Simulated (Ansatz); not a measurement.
# Sensitivity of the G0W0 gap of Bi2S3 (Bismuthinite)

A base run on Bi2S3 (Bismuthinite), then changed inputs.

Program: Ansatz 0.2.0. Level of theory: G0W0 on PBE, plane waves, PAW. Results are calculated unless marked as measured.

The database entry behind the starting cell differs from later determinations by our own check (about 0.4 % long), so it need not match the best structure at ambient conditions.

## 1. The starting structure

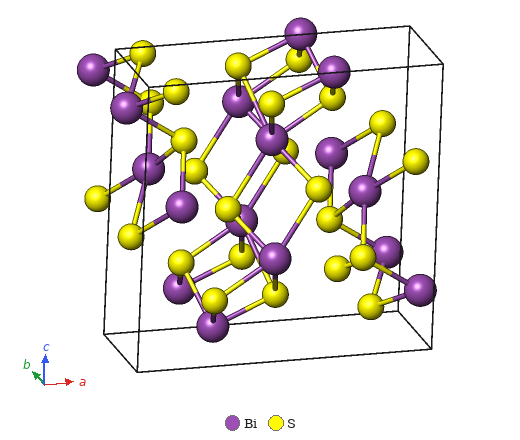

The starting structure, seen slightly off an axis (bismuth purple, sulfur yellow). 1×2×1 cells are drawn.

The cell and positions come from the Crystallography Open Database and are kept as given unless a step says otherwise. Spin-orbit coupling is left out unless a step names it. The default PAW set here is soft_2. Its files were made with PBE.

## 2. The base run: 2×4×2 mesh, 1513 empty bands, screening to 120 eV

Now the one-shot GW correction: screening in the RPA, then the self-energy of the levels asked for.

Input file input.yaml:

```yaml
crystal:
  lattice:
    - [11.345, 0.0, 0.0]
    - [0.0, 3.994, 0.0]
    - [0.0, 0.0, 11.193]
  atoms:
    - { symbol: Bi, position: [0.4835, 0.25, 0.3257] }
    - { symbol: Bi, position: [0.0165, 0.75, 0.8257] }
    - { symbol: Bi, position: [0.9835, 0.25, 0.1743] }
    - { symbol: Bi, position: [0.5165, 0.75, 0.6743] }
    - { symbol: Bi, position: [0.3407, 0.75, 0.0339] }
    - { symbol: Bi, position: [0.1593, 0.25, 0.5339] }
    - { symbol: Bi, position: [0.8407, 0.75, 0.4661] }
    - { symbol: Bi, position: [0.6593, 0.25, 0.9661] }
    - { symbol: S, position: [0.2835, 0.25, 0.1943] }
    - { symbol: S, position: [0.2165, 0.75, 0.6943] }
    - { symbol: S, position: [0.7835, 0.25, 0.3057] }
    - { symbol: S, position: [0.7165, 0.75, 0.8057] }
    - { symbol: S, position: [0.5495, 0.75, 0.1286] }
    - { symbol: S, position: [0.9505, 0.25, 0.6286] }
    - { symbol: S, position: [0.0495, 0.75, 0.3714] }
    - { symbol: S, position: [0.4505, 0.25, 0.8714] }
    - { symbol: S, position: [0.3767, 0.75, 0.4414] }
    - { symbol: S, position: [0.1233, 0.25, 0.9414] }
    - { symbol: S, position: [0.8767, 0.75, 0.0586] }
    - { symbol: S, position: [0.6233, 0.25, 0.5586] }
kpoints:
  mp_grid: { grid: [2, 4, 2] }
hamiltonian:
  xc: pbe
scf:
  occupations: { method: fixed }
gw:
  n_empty_bands: 1513
  ecut_chi: 120.0
  qp_bands: [v2, c2]
  qp_kpoints: band_edges
  screening: { model: contour_deformation }
```

The run is started by

```sh
> ansatz run input.yaml --threads 32 --pin off --max-ram 129024MiB --backend cuda --events-out ev --progress --plain --runs-dir out --devices 1 --max-vram 157GiB  # rebuilt from the run's record
```

Numbers of over 12 decimals in the logs are rounded to 6 here.

The program printed:

```text
GPUs: using 1 of 1 available (devices: 1).
Engine: ansatz 0.2.0, aarch64-unknown-linux-gnu
Pseudopotentials: kind: paw
Pseudopotential: Bi, paw, valence charge 15, recommended cutoff 420 eV (normal), Bi.paw.azcp
Pseudopotential: S, paw, valence charge 6, recommended cutoff 420 eV (normal), S.paw.azcp
Functional definition: PBE
  parameter kappa = 0.804
  parameter beta = 0.066725
  exchange = pbe_x(kappa = kappa, mu = beta*pi^2/3)
  correlation = pbe_c(beta = beta)
device memory: the entry about to start is reckoned to put 14.5 GiB on a device that reports 182.5 GiB free (of which the cap on the GPU budget leaves the run 157.0 GiB)
GPU FFT provider: cuFFT
GPU libraries: cuBLAS 13.8.1, cuFFT 12.4.0, cuSOLVER 12.3.2
GPU matrix products: emulated (plane waves: as basis.precision tells), large ones in fixed point in workspaces of 1.00 GiB
Crystal: 20 atoms, lattice volume = 507.176 Å³
Basis set: ecut = 420 eV, 9929 PW (Γ)
Bands: 116, of which v1, the nominal top of the filled ones, is band 96 counted from 1 (95 counted from 0)
Symmetry: 8 space group operations
Space group: Pnma (ITA 62), of the structure as read, at distance tolerance 8.0e-5 Å
k-points: 12 of 16
Non-local potential: Bi, projectors of the file, l = 0: 2, l = 1: 2, l = 2: 2, l = 3: 2
Non-local potential: S, projectors of the file, l = 0: 2, l = 1: 2, l = 2: 2
PAW form: soft (Blöchl's): semilocal exchange-correlation on the pseudo side does not see the compensation charge
PAW one-centre angular grid: Bi, 590 points (default); XC on 64 Gauss nodes
PAW one-centre angular grid: S, 110 points (default); XC on 64 Gauss nodes
Initial density: superposition of atomic densities (neutral atoms: chi_scale 0, normalization atom), corrected by the library's trained network
Initial wavefunctions: pseudopotential atomic-orbital guess
GPU buffer pool allocated for 162000 grid points (all kernels)
GPU transforms: local potential and band sums: pruned to the plane-wave sphere, on 75×27×75
Functional: x = pbe(κ = 0.804, μ = 0.219515), c = pbe(β = 0.066725)
SCF iter   1: F=—  HF=-110004.242272 eV  |F-HF|=—  |Δ(HF+E_count)|=         —  Δρ=1.27e-3  dr2=7.17e-3  ethr=1.77e-3  ⟨swp⟩=5.0  Hψ=4764  notcnv=0  defer=197
preconditioner: auto → Resta (q_TF=auto, 2.321 Å⁻¹)  ε∞=3.1  [insulator: Δε(μ)=1.425 eV  Ē_g=15.753 eV  n_scr=114 (ndim 8)  ℏωp=22.8 eV  f_vac=0.012  ε∞_Penn≈3.1]
SCF iter   2: F=—  HF=-110004.239500 eV  |F-HF|=—  |Δ(HF+E_count)|=   2.77e-3  Δρ=6.74e-4  dr2=1.27e-3  ethr=3.73e-6  ⟨swp⟩=2.7  Hψ=2803  notcnv=0  defer=214
SCF iter   3: F=—  HF=-110004.240914 eV  |F-HF|=—  |Δ(HF+E_count)|=   1.41e-3  Δρ=3.29e-4  dr2=3.21e-4  ethr=6.63e-7  ⟨swp⟩=3.0  Hψ=2399  notcnv=0  defer=213
[...]
device memory: the entry about to start is reckoned to put 17.1 GiB (of the 18.2 GiB reckoned in all, the device holds 1.1 GiB already) on a device that reports 181.4 GiB free (of which the cap on the GPU budget leaves the run 156.0 GiB)
NSCF: frozen V_eff on 12 k-points
[...]
device memory: the entry about to start is reckoned to put 61.5 GiB on a device that reports 182.5 GiB free (of which the cap on the GPU budget leaves the run 157.0 GiB)
NSCF: frozen V_eff on 12 k-points
G₀W₀ screening: q 1/12
[... further progress lines ...]
SCF converged after 8 iterations
Free energy (F): -110004.241564 eV
Harris-Foulkes:  -110004.241564 eV  (|F-HF|=3.46e-9)
Internal energy: -110004.241564 eV  (E = F + TS)
E sigma→0 (E₀):  -110004.241564 eV
Fermi energy:    7.561374 eV
--- Per-component energies (eV) ---
  E_band       = -931.316049
  E_kinetic    = 3683.645123
  E_local      = -14399.398044  (includes V_loc(G=0)·N_el)
  E_nonlocal   = 4843.269858
  E_hartree    = 4747.734459
  E_xc         = -2378.964385
  E_vxc        = -2205.662976  (∫ρ·V_xc dr)
  E_paw        = -92507.001224  (= ΣΔE_a)
  E_vpaw       = -2348.642534  (= ΣTr[D̂ρ^β])
  E_aug_tail   = -0.003399  (compensation charges beyond the density's cutoff)
  E_ewald      = -13993.523952
  E_smearing   = -0.000000  (= −TS)
  E_closure    = -0.000000  (closes the sum)
  Σ components = -110004.241564   (vs F -110004.241564, Δ=0.00e0)
--- Band table (eV; the first three rows and the last of 12) ---
[... rows of the band table ...]
--- G₀W₀: contour deformation, 7 samples at zero and on the imaginary axis and 1 off it, 16 q-points, 1513 empty bands' worth ---
  eigenvalues of the whole cell's RPA ε∞ on this k-mesh (on a slab, of 1 + 4πα/V) = 10.0974, 13.2975, 13.4407; static W/v taken at q = 0 is 0.079973
  bands read: the sum over 1609 bands ends inside a degenerate multiplet in 10 slots, whose members it reads at an even weight; the widest, k=10: bands 1609 to 1612 (counted from 1) at 1/4 each
  gw.qp_kpoints: band_edges: 12 of 12 stored k-points solved, in 1 pass; an edge of the gap read off the rows below is read off those points alone
    ik  band        ε_KS         Σx   Σc(E_QP)       V_xc       Z   E_QP_lin       E_QP  E_QP is
     0    95      7.4335   -17.3881     1.9102   -15.0867  0.7285     7.0392     7.0424  root
     0    96      7.4773   -17.3555     1.4647   -15.5399  0.7378     7.1243     7.1264  root
     0    97      8.9855    -9.6736    -3.1376   -12.7866  0.7783     8.9608     8.9608  root
     0    98      9.3110    -9.9374    -3.4840   -13.4980  0.7764     9.3876     9.3875  root
     1    95      7.4813   -17.6585     1.8112   -15.4793  0.7303     7.1107     7.1133  root
     1    96      7.4813   -17.6585     1.8112   -15.4793  0.7303     7.1107     7.1133  root
     1    97      9.1509    -9.7394    -3.2877   -13.0422  0.7758     9.1660     9.1660  root
     1    98      9.1509    -9.7394    -3.2877   -13.0422  0.7758     9.1660     9.1660  root
[...]
11    95      6.9712   -17.4169     1.9445   -15.0780  0.7274     6.5735     6.5768  root
    11    96      6.9712   -17.4169     1.9445   -15.0780  0.7274     6.5735     6.5768  root
    11    97      9.8501    -9.6453    -3.4811   -13.1876  0.7702     9.9113     9.9112  root
    11    98      9.8501    -9.6453    -3.4811   -13.1876  0.7702     9.9113     9.9112  root
```

The job ended after 74 s (1 × NVIDIA GB200 with 32 threads of Arm Neoverse V2, shared host; peak memory 9 GiB).

The column dr2 measures how far the density is from self-consistency, as an energy; F and HF (Harris–Foulkes) agree once it is small.

Numbers from this step:

```
bands summed                                 : 1609
RPA ε∞ on this mesh (eigenvalues)            : 10.10, 13.30, 13.44
plane waves in the screening matrix          : 1541
q-points in the mesh                         : 16
G0W0 gap on the mesh                         : 1.766 eV
k of the valence top                         : -0.5, 0, 0
k of the conduction bottom                   : 0, 0, 0
starting gap on the mesh                     : 1.424 eV
Z at the valence top                         : 0.7307
Z at the conduction bottom                   : 0.7783
least direct G0W0 gap on the computed points : 1.834 eV
```

The gap on the mesh goes from 1.42 eV to 1.77 eV, a correction of +0.34 eV. Between the two edge states, bare exchange in place of the xc potential would open the gap by 5.23 eV, and correlation takes back 4.89 eV.

## 3. Variant: low screening cutoff

Edit input.yaml of step 2 so:

```diff
@@ -34,3 +34,3 @@
   n_empty_bands: 1513
-  ecut_chi: 120.0
+  ecut_chi: 25
   qp_bands: [v2, c2]
```

The program printed:

```text
GPUs: using 1 of 1 available (devices: 1).
[...]
GPU FFT provider: cuFFT
GPU libraries: cuBLAS 13.8.1, cuFFT 12.4.0, cuSOLVER 12.3.2
[...]
Crystal: 20 atoms, lattice volume = 507.176 Å³
Basis set: ecut = 420 eV, 9929 PW (Γ)
Bands: 116, of which v1, the nominal top of the filled ones, is band 96 counted from 1 (95 counted from 0)
[... 1 set-up line as in the run before ...]
[...]
k-points: 12 of 16
[...]
GPU buffer pool allocated for 162000 grid points (all kernels)
[...]
SCF iter   1: F=—  HF=-110004.242272 eV  |F-HF|=—  |Δ(HF+E_count)|=         —  Δρ=1.27e-3  dr2=7.17e-3  ethr=1.77e-3  ⟨swp⟩=5.0  Hψ=4764  notcnv=0  defer=197
[...]
SCF iter   8: F=-110004.241564 eV  HF=-110004.241564 eV  |F-HF|=3.46e-9  |Δ(HF+E_count)|=   9.09e-8  Δρ=1.68e-6  dr2=1.20e-8  ethr=5.21e-11  ⟨swp⟩=9.8  Hψ=5549  notcnv=0
SCF 1 converged in 8 iterations: F = -110004.241564 eV  dr2 = 1.20e-8
[...]
NSCF: frozen V_eff on 12 k-points
[...]
G₀W₀ screening: q 1/12
[... further progress lines ...]
SCF converged after 8 iterations
Free energy (F): -110004.241564 eV
[...]
Internal energy: -110004.241564 eV  (E = F + TS)
E sigma→0 (E₀):  -110004.241564 eV
Fermi energy:    7.561374 eV
[...]
--- Band table (eV; the first three rows and the last of 12) ---
[... rows of the band table ...]
[...]
0    95      7.4335   -17.3881     2.4111   -15.0867  0.7476     7.5431     7.5434  root
     0    96      7.4773   -17.3555     1.9912   -15.5399  0.7568     7.6524     7.6529  root
     0    97      8.9855    -9.6736    -2.8283   -12.7866  0.7902     9.2710     9.2701  root
     0    98      9.3110    -9.9374    -3.1534   -13.4980  0.7889     9.7204     9.7182  root
     1    95      7.4813   -17.6585     2.3341   -15.4793  0.7503     7.6357     7.6362  root
     1    96      7.4813   -17.6585     2.3341   -15.4793  0.7503     7.6357     7.6362  root
     1    97      9.1509    -9.7394    -2.9676   -13.0422  0.7878     9.4875     9.4861  root
     1    98      9.1509    -9.7394    -2.9676   -13.0422  0.7878     9.4875     9.4861  root
[...]
11    95      6.9712   -17.4169     2.4236   -15.0780  0.7460     7.0558     7.0560  root
    11    96      6.9712   -17.4169     2.4236   -15.0780  0.7460     7.0558     7.0560  root
    11    97      9.8501    -9.6453    -3.1478   -13.1876  0.7825    10.2468    10.2445  root
    11    98      9.8501    -9.6453    -3.1478   -13.1876  0.7825    10.2468    10.2445  root
```

Wall time 42 s (1 × NVIDIA GB200 with 32 threads); peak memory 7.2 GiB; 3 min of CPU time.

Against the base:

| setting | base | variant |
| --- | --- | --- |
| screening cutoff (eV) | 120.0 | 25 |

| quantity | variant | base |
| --- | --- | --- |
| starting gap on the mesh | 1.424 | 1.424 |
| G0W0 gap on the mesh | 1.566 | 1.766 |
| least direct G0W0 gap on the computed points | 1.617 | 1.834 |
| Z at the valence top | 0.750 | 0.731 |
| Z at the conduction bottom | 0.790 | 0.778 |

## 4. Variant: all filled levels at the zone centre

Edit input.yaml of step 3 so:

```diff
@@ -33,6 +33,6 @@
 gw:
-  n_empty_bands: 1513
-  ecut_chi: 25
-  qp_bands: [v2, c2]
-  qp_kpoints: band_edges
+  n_empty_bands: 1151
+  ecut_chi: 100
+  qp_bands: [lowest, c2]
+  qp_kpoints: [[0, 0, 0]]
   screening: { model: contour_deformation }
```

The program printed:

```text
GPUs: using 1 of 1 available (devices: 1).
[...]
Crystal: 20 atoms, lattice volume = 507.176 Å³
Basis set: ecut = 420 eV, 9929 PW (Γ)
Bands: 116, of which v1, the nominal top of the filled ones, is band 96 counted from 1 (95 counted from 0)
[... 1 set-up line as in the run before ...]
[...]
k-points: 12 of 16
[...]
SCF iter   1: F=—  HF=-110004.242272 eV  |F-HF|=—  |Δ(HF+E_count)|=         —  Δρ=1.27e-3  dr2=7.17e-3  ethr=1.77e-3  ⟨swp⟩=5.0  Hψ=4764  notcnv=0  defer=197
[...]
SCF iter   8: F=-110004.241564 eV  HF=-110004.241564 eV  |F-HF|=3.46e-9  |Δ(HF+E_count)|=   9.09e-8  Δρ=1.68e-6  dr2=1.20e-8  ethr=5.21e-11  ⟨swp⟩=9.8  Hψ=5549  notcnv=0
SCF 1 converged in 8 iterations: F = -110004.241564 eV  dr2 = 1.20e-8
[...]
WARN: eigensolver did not converge (k=7): 2 band(s) unlocked after 6 eigensolves, warm-restarted (20 sweeps on the last) at ethr=2.82e-11 eV (storage-precision floor; scheduled 1.00e-12 eV) (lowest unlocked band 1250, counted from 0; max residual 3.65e-3 eV among the unlocked bands, 3.65e-3 eV over every band; other slots of this pass that fall short are told together in one closing line; warning suppressed until the next SCF loop or pass starts)
G₀W₀ screening: q 1/12
[... further progress lines ...]
SCF converged after 8 iterations
Free energy (F): -110004.241564 eV
[...]
0    42     -5.9933   -22.8492     7.6325   -15.2161  0.5744    -5.9938    -5.9938  root ?
     0    43     -5.5282   -22.9251     7.5159   -15.3963  0.5999    -5.5411    -5.5411  root ?
     0    44     -5.4803   -22.8432     7.4831   -15.3290  0.6021    -5.5114    -5.5113  root
     0    45     -5.4489   -22.8857     7.4710   -15.3875  0.6059    -5.4761    -5.4761  root
     0    46     -5.0818   -23.0609     7.3776   -15.6367  0.6144    -5.1286    -5.1285  root
     0    47     -4.5748   -23.0623     7.0853   -15.8964  0.6192    -4.6555    -4.6554  root
     0    48     -4.1996   -23.0321     6.9616   -15.9500  0.6359    -4.3206    -4.3201  root
     0    49     -4.1023   -23.7039     7.6829   -16.0832  0.6356    -4.0402    -4.0401  root
     0    50     -3.9518   -23.8529     7.3940   -16.4734  0.6294    -3.9374    -3.9374  root
     0    51     -3.7652   -23.9912     7.4891   -16.5565  0.6288    -3.7108    -3.7107  root
[...]
0    95      7.4335   -17.3881     1.9932   -15.0867  0.7294     7.1235     7.1254  root
     0    96      7.4773   -17.3555     1.5535   -15.5399  0.7387     7.2141     7.2152  root
     0    97      8.9855    -9.6736    -3.0694   -12.7866  0.7788     9.0290     9.0290  root
     0    98      9.3110    -9.9374    -3.4104   -13.4980  0.7769     9.4614     9.4611  root
```

It took 57 s on 1 × NVIDIA GB200 with 32 threads; peak memory 5.9 GiB.

Against the base:

| setting | base | variant |
| --- | --- | --- |
| empty bands | 1513 | 1151 |
| screening cutoff (eV) | 120.0 | 100 |
| levels asked | v2 to c2 | lowest to c2 |
| points asked | band edges | [[0, 0, 0]] |

## 5. Results

* base: 1.77 eV, 74 s
* low screening cutoff: 1.57 eV, 42 s
* all filled levels at the zone centre: direct gap at the listed points 1.81 eV, 57 s

Low screening cutoff: the gap moves by −0.20 eV; such settings are too crude to quote. All filled levels at the zone centre: only the listed points were computed; the least direct gap there is 1.81 eV, with empty bands, screening cutoff, levels asked and points asked changed against the base. All runs here use a coarse mesh and modest cutoffs; they test settings and are not final values. The 2×4×2 mesh is coarse for this cell (its supercell is 16 Å along the shortest edge). The RPA ε∞ on it, from the PBE start, is 10.10, 13.30 and 13.44; such meshes misread the long-range screening, most where the gap is narrow. Where an edge is built on 6p states of lead, bismuth or thallium, scalar-relativistic gaps usually stand too wide, by a few tenths to over one eV. The many-body steps are scalar-relativistic: spin-orbit coupling is not in them.

[Paths, hosts, dates, memory and timing lines, banners, echoed tables and standing remarks are left out of the program output.]

[Logs are printed without paths, hosts, clocks, repeated set-up lines and the standing remarks that a program may print on its own settings, such as how far it seeks lower states.]

[Runs of the session that timed out or met a known fault of the program may be left out.]

[Cells called generated may have been cut or substituted from an entry of the Crystallography Open Database or the Materials Project.]

[Hosts, paths, dates, database ids (printed as entryN), source tags and the programs' standing remarks are cut or masked in the printed files.]
